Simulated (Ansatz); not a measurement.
Run report: SiAsNH$_{8}$O, geometry relaxation (part 1 of 3)

System: SiAsNH$_{8}$O.
Method: RKS PBE0-D4/def2-TZVP (Ansatz 0.2.0).

The geometry is a transition state displaced along its imaginary mode. The reaction was set up to form Si1–As7 and N2–H6 and to break Si1–N2 and H6–As7 (atoms counted from 1 in the order of the input); sticks are drawn by distance alone. Figures and captions count atoms from 1; the log counts them from 0 in places.

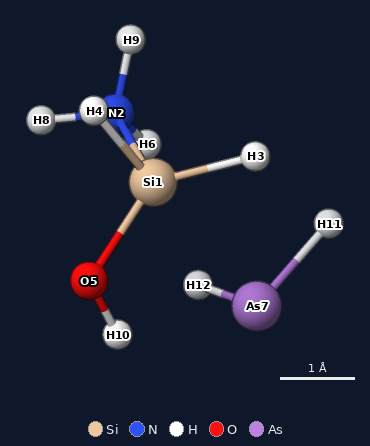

The input geometry (ball-and-stick view, seen at a tilt; atoms are numbered from 1 in the order of the input). Bond lengths as drawn: As–H 1.55 to 1.62 Å, H–N 0.85 to 1.03 Å, H–O 0.97 Å, H–Si 1.48 to 1.52 Å, N–Si 1.96 Å and O–Si 1.64 Å.

## Key numbers

| quantity | value |
| --- | --- |
| outcome | converged |
| total energy | −72375.0488 eV |
| mean-field energy | −72374.8313 eV |
| dispersion energy | −0.2175 eV |
| SCF solution under orbital rotations | stable |
| largest force (length of the vector) at the end | 0.005 eV/Å |
| dipole moment | 2.67 D |
| hardware | 8 threads of Arm Neoverse V2, 23 GiB of memory available, shared host |
| wall time | 2.3 min (CPU time 16 min) |
| peak memory | 0.6 GiB |

## Input
```yaml
crystal:
  periodic: [false, false, false]
  atoms:
    - {symbol: Si, position_ang: [-0.445785, -1.031543, -0.062606]}
    - {symbol: N, position_ang: [0.419709, 0.124278, 1.266368]}
    - {symbol: H, position_ang: [0.588484, -1.726118, -0.868430]}
    - {symbol: H, position_ang: [-0.763320, -2.058197, 1.013064]}
    - {symbol: O, position_ang: [-2.000879, -0.654610, -0.441360]}
    - {symbol: H, position_ang: [0.705596, 0.765089, 0.795021]}
    - {symbol: As, position_ang: [0.305911, 1.165155, -1.839616]}
    - {symbol: H, position_ang: [-0.279775, 0.462920, 1.942930]}
    - {symbol: H, position_ang: [1.147087, -0.369102, 1.805091]}
    - {symbol: H, position_ang: [-1.972388, 0.030023, -1.121799]}
    - {symbol: H, position_ang: [1.816935, 0.883710, -1.679214]}
    - {symbol: H, position_ang: [0.478524, 2.408495, -0.809450]}
basis:
  gaussian: {orbitals: def2-TZVP}
hamiltonian: {xc: pbe0, dispersion: d4}
relax: {f_tol: 0.005, max_steps: 200}
```

Launch command:
```bash
ansatz run in.yaml --threads 8 --pin off --events-out ev --progress --plain --max-ram 19148MiB
```

## The program's output
```
Functional definition: PBE0
  name "PBE0"
  cite "Adamo & Barone, J. Chem. Phys. 110, 6158 (1999) doi:10.1063/1.478522"
  cite "Perdew, Burke & Ernzerhof, Phys. Rev. Lett. 77, 3865 (1996) doi:10.1103/PhysRevLett.77.3865"
  parent pbe
  parameter a = 0.25
  parameter kappa = 0.804
  parameter beta = 0.06672455060314922
  exchange = (1 - a)*pbe_x(kappa = kappa, mu = beta*pi^2/3) + a*exact_x
  correlation = pbe_c(beta = beta)
1349 factors; their error is unknown
mean field evaluation 1: about -72364.1760 eV, gradient 7.1e1 eV
mean field evaluation 2: about -72353.2884 eV, gradient 1.0e2 eV
mean field evaluation 4: about -72372.4615 eV, gradient 5.5e0 eV
mean field evaluation 8: about -72372.5120 eV, gradient 1.0e-1 eV
mean field evaluation 16: about -72372.7927 eV, gradient 5.2e-4 eV
mean field -72372.79270978 eV, -2659.6510760437 hartree, gradient 1.9e-5 eV, S^2 0.000000; 0 other end points of the search recorded, 0 dependent functions left out
the calculation of the forces begins
reference -72372.79274175 eV, -2659.6510772184 hartree; 35, 35 occupied and 160, 160 virtual orbitals, 1349 factors
relax step   1: F+E_penalty+E_count = -72373.02257302 eV  Δ(F+E_penalty+E_count) = +0.000e0 eV  max|allowed force component| = 1.033e1 eV/Å  Δτ_max = 0.0000 Å  (31 SCF iters, accepted)
these checks for a lower state are left out or cut short: starts, cluster_reference, orbital_swaps, neighbouring_geometries, increment
1349 factors; their error is unknown
mean field -72373.90473787 eV, -2659.6919423223 hartree, gradient 1.1e-5 eV, S^2 0.000000; 0 other end points of the search recorded, 0 dependent functions left out
[... from here on the field's lines of each further geometry are left out, up to the last ...]
relax step   2: F+E_penalty+E_count = -72374.13963607 eV  Δ(F+E_penalty+E_count) = -1.117e0 eV  max|allowed force component| = 1.417e0 eV/Å  Δτ_max = 0.1909 Å  (31 SCF iters, accepted)
relax step   3: F+E_penalty+E_count = -72374.18251025 eV  Δ(F+E_penalty+E_count) = -4.287e-2 eV  max|allowed force component| = 7.129e-1 eV/Å  Δτ_max = 0.1916 Å  (30 SCF iters, accepted)
relax step   4: F+E_penalty+E_count = -72374.24276912 eV  Δ(F+E_penalty+E_count) = -6.026e-2 eV  max|allowed force component| = 3.534e-1 eV/Å  Δτ_max = 0.0867 Å  (31 SCF iters, accepted)
relax step   5: F+E_penalty+E_count = -72374.26197930 eV  Δ(F+E_penalty+E_count) = -1.921e-2 eV  max|allowed force component| = 2.500e-1 eV/Å  Δτ_max = 0.0546 Å  (31 SCF iters, accepted)
relax step   6: F+E_penalty+E_count = -72374.30169221 eV  Δ(F+E_penalty+E_count) = -3.971e-2 eV  max|allowed force component| = 4.196e-1 eV/Å  Δτ_max = 0.1999 Å  (29 SCF iters, accepted)
relax step   7: F+E_penalty+E_count = -72374.31450885 eV  Δ(F+E_penalty+E_count) = -1.282e-2 eV  max|allowed force component| = 8.521e-1 eV/Å  Δτ_max = 0.2000 Å  (31 SCF iters, accepted)
relax step   8: F+E_penalty+E_count = -72374.38237690 eV  Δ(F+E_penalty+E_count) = -6.787e-2 eV  max|allowed force component| = 5.158e-1 eV/Å  Δτ_max = 0.1975 Å  (30 SCF iters, accepted)
relax step   9: F+E_penalty+E_count = -72374.45092906 eV  Δ(F+E_penalty+E_count) = -6.855e-2 eV  max|allowed force component| = 7.406e-1 eV/Å  Δτ_max = 0.1950 Å  (30 SCF iters, accepted)
relax step  10: F+E_penalty+E_count = -72374.55748512 eV  Δ(F+E_penalty+E_count) = -1.066e-1 eV  max|allowed force component| = 7.677e-1 eV/Å  Δτ_max = 0.1930 Å  (30 SCF iters, accepted)
relax step  11: F+E_penalty+E_count = -72374.69242582 eV  Δ(F+E_penalty+E_count) = -1.349e-1 eV  max|allowed force component| = 6.323e-1 eV/Å  Δτ_max = 0.2000 Å  (30 SCF iters, accepted)
relax step  12: F+E_penalty+E_count = -72374.80601478 eV  Δ(F+E_penalty+E_count) = -1.136e-1 eV  max|allowed force component| = 4.569e-1 eV/Å  Δτ_max = 0.1949 Å  (30 SCF iters, accepted)
relax step  13: F+E_penalty+E_count = -72374.90296668 eV  Δ(F+E_penalty+E_count) = -9.695e-2 eV  max|allowed force component| = 3.699e-1 eV/Å  Δτ_max = 0.2000 Å  (30 SCF iters, accepted)
relax step  14: F+E_penalty+E_count = -72374.94927996 eV  Δ(F+E_penalty+E_count) = -4.631e-2 eV  max|allowed force component| = 2.383e-1 eV/Å  Δτ_max = 0.2000 Å  (30 SCF iters, accepted)
relax step  15: F+E_penalty+E_count = -72374.95976294 eV  Δ(F+E_penalty+E_count) = -1.048e-2 eV  max|allowed force component| = 5.791e-1 eV/Å  Δτ_max = 0.1932 Å  (29 SCF iters, accepted)
relax step  16: F+E_penalty+E_count = -72374.97977747 eV  Δ(F+E_penalty+E_count) = -2.001e-2 eV  max|allowed force component| = 3.410e-1 eV/Å  Δτ_max = 0.0705 Å  (30 SCF iters, accepted)
relax step  17: F+E_penalty+E_count = -72374.97015068 eV  Δ(F+E_penalty+E_count) = +9.627e-3 eV  max|allowed force component| = 4.799e-1 eV/Å  Δτ_max = 0.1776 Å  (31 SCF iters, rejected (line search))
relax step  18: F+E_penalty+E_count = -72374.97722832 eV  Δ(F+E_penalty+E_count) = +2.549e-3 eV  max|allowed force component| = 2.455e-1 eV/Å  Δτ_max = 0.0888 Å  (30 SCF iters, rejected (line search))
relax step  19: F+E_penalty+E_count = -72374.98423658 eV  Δ(F+E_penalty+E_count) = -4.459e-3 eV  max|allowed force component| = 9.307e-2 eV/Å  Δτ_max = 0.0444 Å  (31 SCF iters, accepted)
relax step  20: F+E_penalty+E_count = -72374.98656259 eV  Δ(F+E_penalty+E_count) = -2.326e-3 eV  max|allowed force component| = 3.673e-2 eV/Å  Δτ_max = 0.0955 Å  (30 SCF iters, accepted)
relax step  21: F+E_penalty+E_count = -72374.98751889 eV  Δ(F+E_penalty+E_count) = -9.563e-4 eV  max|allowed force component| = 8.012e-2 eV/Å  Δτ_max = 0.0770 Å  (30 SCF iters, accepted)
relax step  22: F+E_penalty+E_count = -72374.98819663 eV  Δ(F+E_penalty+E_count) = -6.777e-4 eV  max|allowed force component| = 8.257e-2 eV/Å  Δτ_max = 0.0273 Å  (31 SCF iters, accepted)
relax step  23: F+E_penalty+E_count = -72374.98854460 eV  Δ(F+E_penalty+E_count) = -3.480e-4 eV  max|allowed force component| = 1.531e-1 eV/Å  Δτ_max = 0.0708 Å  (30 SCF iters, accepted)
relax step  24: F+E_penalty+E_count = -72374.98975753 eV  Δ(F+E_penalty+E_count) = -1.213e-3 eV  max|allowed force component| = 8.254e-2 eV/Å  Δτ_max = 0.0224 Å  (31 SCF iters, accepted)
relax step  25: F+E_penalty+E_count = -72374.99042305 eV  Δ(F+E_penalty+E_count) = -6.655e-4 eV  max|allowed force component| = 4.571e-2 eV/Å  Δτ_max = 0.0303 Å  (31 SCF iters, accepted)
relax step  26: F+E_penalty+E_count = -72374.99114216 eV  Δ(F+E_penalty+E_count) = -7.191e-4 eV  max|allowed force component| = 6.054e-2 eV/Å  Δτ_max = 0.0662 Å  (30 SCF iters, accepted)
relax step  27: F+E_penalty+E_count = -72374.99138388 eV  Δ(F+E_penalty+E_count) = -2.417e-4 eV  max|allowed force component| = 1.006e-1 eV/Å  Δτ_max = 0.0607 Å  (30 SCF iters, accepted)
relax step  28: F+E_penalty+E_count = -72374.99200766 eV  Δ(F+E_penalty+E_count) = -6.238e-4 eV  max|allowed force component| = 7.869e-2 eV/Å  Δτ_max = 0.0093 Å  (32 SCF iters, accepted)
relax step  29: F+E_penalty+E_count = -72374.99266612 eV  Δ(F+E_penalty+E_count) = -6.585e-4 eV  max|allowed force component| = 1.785e-2 eV/Å  Δτ_max = 0.0305 Å  (31 SCF iters, accepted)
relax step  30: F+E_penalty+E_count = -72374.99357918 eV  Δ(F+E_penalty+E_count) = -9.131e-4 eV  max|allowed force component| = 6.206e-2 eV/Å  Δτ_max = 0.0947 Å  (30 SCF iters, accepted)
relax step  31: F+E_penalty+E_count = -72374.98998242 eV  Δ(F+E_penalty+E_count) = +3.597e-3 eV  max|allowed force component| = 3.450e-1 eV/Å  Δτ_max = 0.1937 Å  (29 SCF iters, rejected (line search))
relax step  32: F+E_penalty+E_count = -72374.98513994 eV  Δ(F+E_penalty+E_count) = +8.439e-3 eV  max|allowed force component| = 1.855e-1 eV/Å  Δτ_max = 0.0968 Å  (30 SCF iters, rejected (line search))
relax step  33: F+E_penalty+E_count = -72374.99476612 eV  Δ(F+E_penalty+E_count) = -1.187e-3 eV  max|allowed force component| = 1.792e-2 eV/Å  Δτ_max = 0.0484 Å  (30 SCF iters, accepted)
relax step  34: F+E_penalty+E_count = -72374.99632765 eV  Δ(F+E_penalty+E_count) = -1.562e-3 eV  max|allowed force component| = 6.224e-2 eV/Å  Δτ_max = 0.0976 Å  (30 SCF iters, accepted)
relax step  35: F+E_penalty+E_count = -72374.99548128 eV  Δ(F+E_penalty+E_count) = +8.464e-4 eV  max|allowed force component| = 2.081e-1 eV/Å  Δτ_max = 0.1101 Å  (30 SCF iters, rejected (line search))
relax step  36: F+E_penalty+E_count = -72374.99764422 eV  Δ(F+E_penalty+E_count) = -1.317e-3 eV  max|allowed force component| = 3.834e-2 eV/Å  Δτ_max = 0.0550 Å  (30 SCF iters, accepted)
relax step  37: F+E_penalty+E_count = -72374.99907104 eV  Δ(F+E_penalty+E_count) = -1.427e-3 eV  max|allowed force component| = 6.641e-2 eV/Å  Δτ_max = 0.0731 Å  (30 SCF iters, accepted)
relax step  38: F+E_penalty+E_count = -72374.99999809 eV  Δ(F+E_penalty+E_count) = -9.271e-4 eV  max|allowed force component| = 1.377e-1 eV/Å  Δτ_max = 0.1098 Å  (30 SCF iters, accepted)
relax step  39: F+E_penalty+E_count = -72375.00027056 eV  Δ(F+E_penalty+E_count) = -2.725e-4 eV  max|allowed force component| = 2.673e-1 eV/Å  Δτ_max = 0.0581 Å  (30 SCF iters, accepted)
relax step  40: F+E_penalty+E_count = -72375.00515990 eV  Δ(F+E_penalty+E_count) = -4.889e-3 eV  max|allowed force component| = 1.044e-1 eV/Å  Δτ_max = 0.0991 Å  (30 SCF iters, accepted)
relax step  41: F+E_penalty+E_count = -72375.00210225 eV  Δ(F+E_penalty+E_count) = +3.058e-3 eV  max|allowed force component| = 3.199e-1 eV/Å  Δτ_max = 0.1950 Å  (29 SCF iters, rejected (line search))
relax step  42: F+E_penalty+E_count = -72375.00915261 eV  Δ(F+E_penalty+E_count) = -3.993e-3 eV  max|allowed force component| = 6.167e-2 eV/Å  Δτ_max = 0.0975 Å  (29 SCF iters, accepted)
relax step  43: F+E_penalty+E_count = -72375.01166300 eV  Δ(F+E_penalty+E_count) = -2.510e-3 eV  max|allowed force component| = 1.511e-1 eV/Å  Δτ_max = 0.0976 Å  (30 SCF iters, accepted)
relax step  44: F+E_penalty+E_count = -72375.01291961 eV  Δ(F+E_penalty+E_count) = -1.257e-3 eV  max|allowed force component| = 1.786e-1 eV/Å  Δτ_max = 0.0744 Å  (30 SCF iters, accepted)
relax step  45: F+E_penalty+E_count = -72375.01453477 eV  Δ(F+E_penalty+E_count) = -1.615e-3 eV  max|allowed force component| = 2.197e-1 eV/Å  Δτ_max = 0.0880 Å  (30 SCF iters, accepted)
relax step  46: F+E_penalty+E_count = -72375.01762957 eV  Δ(F+E_penalty+E_count) = -3.095e-3 eV  max|allowed force component| = 3.055e-1 eV/Å  Δτ_max = 0.1240 Å  (31 SCF iters, accepted)
relax step  47: F+E_penalty+E_count = -72375.02217278 eV  Δ(F+E_penalty+E_count) = -4.543e-3 eV  max|allowed force component| = 1.935e-1 eV/Å  Δτ_max = 0.0577 Å  (30 SCF iters, accepted)
relax step  48: F+E_penalty+E_count = -72375.02780830 eV  Δ(F+E_penalty+E_count) = -5.636e-3 eV  max|allowed force component| = 2.227e-1 eV/Å  Δτ_max = 0.2000 Å  (29 SCF iters, accepted)
relax step  49: F+E_penalty+E_count = -72375.03753297 eV  Δ(F+E_penalty+E_count) = -9.725e-3 eV  max|allowed force component| = 2.261e-1 eV/Å  Δτ_max = 0.1864 Å  (29 SCF iters, accepted)
relax step  50: F+E_penalty+E_count = -72375.04012466 eV  Δ(F+E_penalty+E_count) = -2.592e-3 eV  max|allowed force component| = 1.985e-1 eV/Å  Δτ_max = 0.0835 Å  (30 SCF iters, accepted)
relax step  51: F+E_penalty+E_count = -72375.04319745 eV  Δ(F+E_penalty+E_count) = -3.073e-3 eV  max|allowed force component| = 1.048e-1 eV/Å  Δτ_max = 0.0329 Å  (31 SCF iters, accepted)
relax step  52: F+E_penalty+E_count = -72375.04510690 eV  Δ(F+E_penalty+E_count) = -1.909e-3 eV  max|allowed force component| = 2.730e-2 eV/Å  Δτ_max = 0.0517 Å  (30 SCF iters, accepted)
relax step  53: F+E_penalty+E_count = -72375.04623119 eV  Δ(F+E_penalty+E_count) = -1.124e-3 eV  max|allowed force component| = 5.748e-2 eV/Å  Δτ_max = 0.0629 Å  (30 SCF iters, accepted)
relax step  54: F+E_penalty+E_count = -72375.04682127 eV  Δ(F+E_penalty+E_count) = -5.901e-4 eV  max|allowed force component| = 9.683e-2 eV/Å  Δτ_max = 0.0587 Å  (30 SCF iters, accepted)
relax step  55: F+E_penalty+E_count = -72375.04741284 eV  Δ(F+E_penalty+E_count) = -5.916e-4 eV  max|allowed force component| = 5.616e-2 eV/Å  Δτ_max = 0.0129 Å  (31 SCF iters, accepted)
relax step  56: F+E_penalty+E_count = -72375.04785097 eV  Δ(F+E_penalty+E_count) = -4.381e-4 eV  max|allowed force component| = 5.948e-2 eV/Å  Δτ_max = 0.0216 Å  (31 SCF iters, accepted)
relax step  57: F+E_penalty+E_count = -72375.04810061 eV  Δ(F+E_penalty+E_count) = -2.496e-4 eV  max|allowed force component| = 7.469e-2 eV/Å  Δτ_max = 0.0245 Å  (31 SCF iters, accepted)
relax step  58: F+E_penalty+E_count = -72375.04831171 eV  Δ(F+E_penalty+E_count) = -2.111e-4 eV  max|allowed force component| = 8.324e-2 eV/Å  Δτ_max = 0.0233 Å  (31 SCF iters, accepted)
relax step  59: F+E_penalty+E_count = -72375.04848294 eV  Δ(F+E_penalty+E_count) = -1.712e-4 eV  max|allowed force component| = 7.132e-2 eV/Å  Δτ_max = 0.0189 Å  (31 SCF iters, accepted)
relax step  60: F+E_penalty+E_count = -72375.04860864 eV  Δ(F+E_penalty+E_count) = -1.257e-4 eV  max|allowed force component| = 5.360e-2 eV/Å  Δτ_max = 0.0193 Å  (31 SCF iters, accepted)
relax step  61: F+E_penalty+E_count = -72375.04869392 eV  Δ(F+E_penalty+E_count) = -8.528e-5 eV  max|allowed force component| = 2.884e-2 eV/Å  Δτ_max = 0.0079 Å  (32 SCF iters, accepted)
relax step  62: F+E_penalty+E_count = -72375.04871394 eV  Δ(F+E_penalty+E_count) = -2.002e-5 eV  max|allowed force component| = 2.727e-2 eV/Å  Δτ_max = 0.0037 Å  (33 SCF iters, accepted)
relax step  63: F+E_penalty+E_count = -72375.04874592 eV  Δ(F+E_penalty+E_count) = -3.198e-5 eV  max|allowed force component| = 1.553e-2 eV/Å  Δτ_max = 0.0040 Å  (32 SCF iters, accepted)
relax step  64: F+E_penalty+E_count = -72375.04876675 eV  Δ(F+E_penalty+E_count) = -2.082e-5 eV  max|allowed force component| = 7.130e-3 eV/Å  Δτ_max = 0.0053 Å  (32 SCF iters, accepted)
relax step  65: F+E_penalty+E_count = -72375.04877503 eV  Δ(F+E_penalty+E_count) = -8.280e-6 eV  max|allowed force component| = 6.710e-3 eV/Å  Δτ_max = 0.0044 Å  (32 SCF iters, accepted)
the calculation of the forces begins
reference -72374.83127545 eV, -2659.7259919502 hartree; 35, 35 occupied and 160, 160 virtual orbitals, 1349 factors
relax step  66: F+E_penalty+E_count = -72375.04877788 eV  Δ(F+E_penalty+E_count) = -2.856e-6 eV  max|allowed force component| = 4.320e-3 eV/Å  Δτ_max = 0.0036 Å  (32 SCF iters, accepted)
1349 factors; their error is unknown
mean field evaluation 480: about -72374.8312 eV, gradient 3.6e-3 eV
```

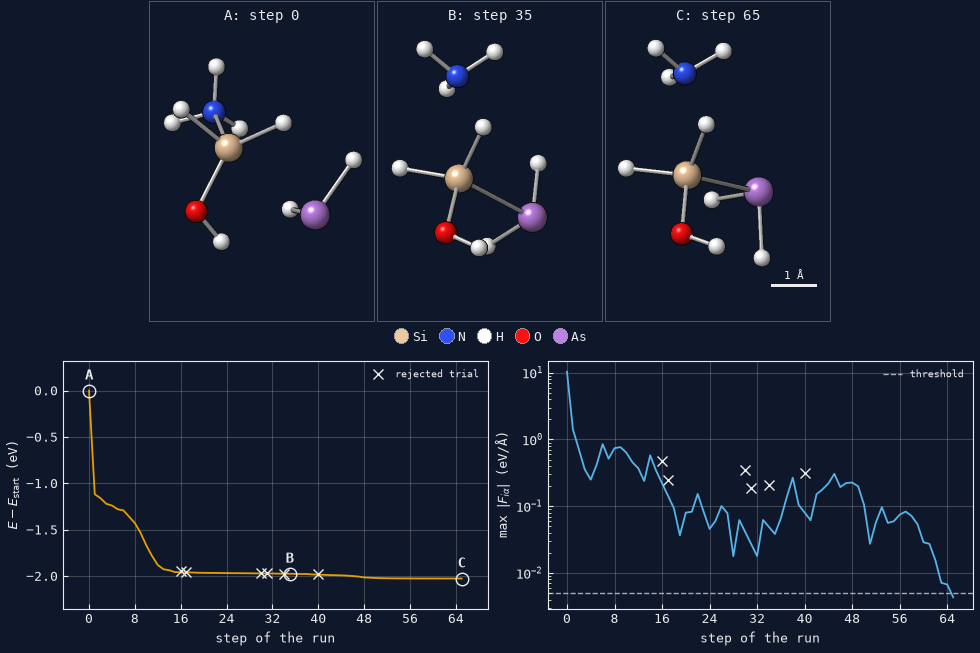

Frames of the relaxation (ball-and-stick view, seen at a tilt) above the curves, on which the letters mark them (the first geometry is step 0 here and step 1 in the log).

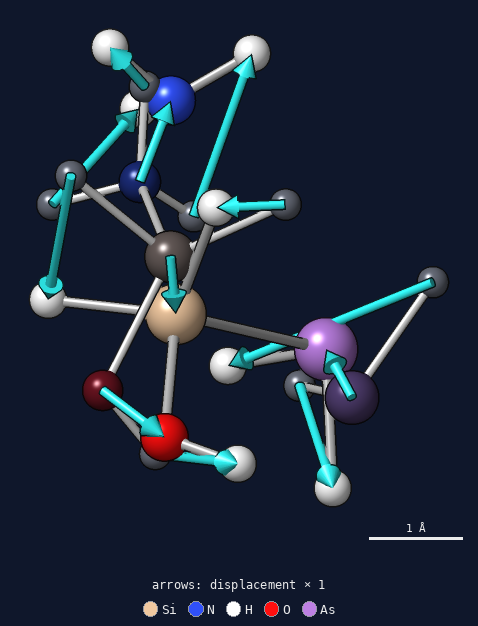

Start (faint) and end (solid) with the displacements as teal arrows, at true length (ball-and-stick view, seen at a tilt). The two geometries are laid on each other by the best rigid fit. The largest move after the best rigid fit is that of H11, 2.67 Å. Largest moves by element: H 2.67 Å, O 0.96 Å, N 0.94 Å, As 0.71 Å, Si 0.67 Å. Among the contacts that change: Si1–N2 1.962 → 2.803 Å, Si1–As7 2.924 → 2.377 Å, N2–H6 0.845 → 1.013 Å, As7–H12 1.624 → 1.525 Å. Bonds break: Si1–N2 (1.96 → 2.80 Å). Among the angles that change: H3–Si1–O5 129.9° → 107.9°, Si1–O5–H10 107.3° → 117.4°, H3–Si1–H4 102.3° → 112.5°. After 65 geometry steps the energy has fallen by 2.026 eV. Largest force component: 10 eV/Å at the start, 0.0043 eV/Å at the end. The line search rejected the trial steps at points 16, 17, 30, 31, 34, 40 (counted from 0) and went back. (Atoms are counted from 1 in the order of the input.)

```
mean field -72374.83124174 eV, -2659.7259907115 hartree, gradient 2.3e-5 eV, S^2 0.000000; 1 other end points of the search recorded, 0 dependent functions left out
the calculation of the forces begins
reference -72374.83127545 eV, -2659.7259919502 hartree; 35, 35 occupied and 160, 160 virtual orbitals, 1349 factors
Total energy: -72375.04881159 eV, -2659.7339862558 hartree
Atom 0 at    -0.788699    -0.530554    -0.290988 Å, force     0.000172     0.001796    -0.001295 eV/Å
Atom 1 at     1.442839    -0.211019     1.374344 Å, force    -0.001529     0.000582     0.004320 eV/Å
Atom 2 at     0.041235    -1.762879    -0.377010 Å, force    -0.000399    -0.000041     0.000152 eV/Å
Atom 3 at    -1.291365    -0.281959     1.077260 Å, force     0.000724    -0.000763    -0.000785 eV/Å
Atom 4 at    -2.187217    -0.796199    -1.149752 Å, force    -0.000985    -0.001441    -0.000637 eV/Å
Atom 5 at     2.338260    -0.328220     0.915671 Å, force     0.002141    -0.000544    -0.002390 eV/Å
Atom 6 at     0.427036     1.282557    -1.230974 Å, force     0.000140    -0.000174     0.000606 eV/Å
Atom 7 at     1.493848     0.632484     1.932939 Å, force    -0.000556    -0.000926    -0.000703 eV/Å
```
